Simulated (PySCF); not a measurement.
```tsv
atom	x (Å)	y (Å)	z (Å)
N	0.5217	-0.5721	3.0138
C	0.8704	-0.2907	1.9470
C	1.2933	0.0637	0.5718
C	0.8303	-1.0034	-0.4254
C	-0.6822	-0.9474	-0.6005
C	-1.1142	0.4787	-0.9260
C	-0.5587	1.4473	0.1037
O	0.8481	1.3414	0.2172
H	2.3934	0.1162	0.5837
H	1.1676	-1.9974	-0.0931
H	1.3320	-0.7854	-1.3823
H	-1.1714	-1.2798	0.3319
H	-1.0016	-1.6463	-1.3887
H	-0.7377	0.7636	-1.9234
H	-2.2123	0.5636	-0.9576
H	-1.0287	1.2680	1.0913
H	-0.7571	2.4922	-0.1732
```

Geometry: PBE0-D3(BJ)/def2-SVP.

Theory: PBE0/pcSseg-1, SCF density, gas phase, non-relativistic in PySCF.

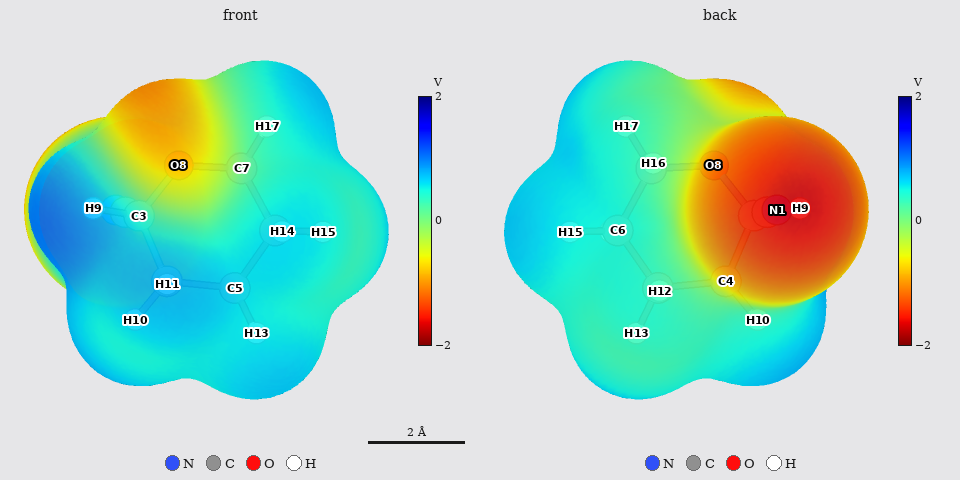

C$_{6}$H$_{9}$NO. The molecular electrostatic potential painted on the density surface at 0.001 e/bohr³, seen from the front and from behind; the colour scale runs from red (negative) to blue (positive).

Describe the electrostatic potential map.

The most negative region (about −1.6 V) lies over N1, the most positive (about +1.0 V) over H9. N1 is the likeliest acceptor of a hydrogen bond.
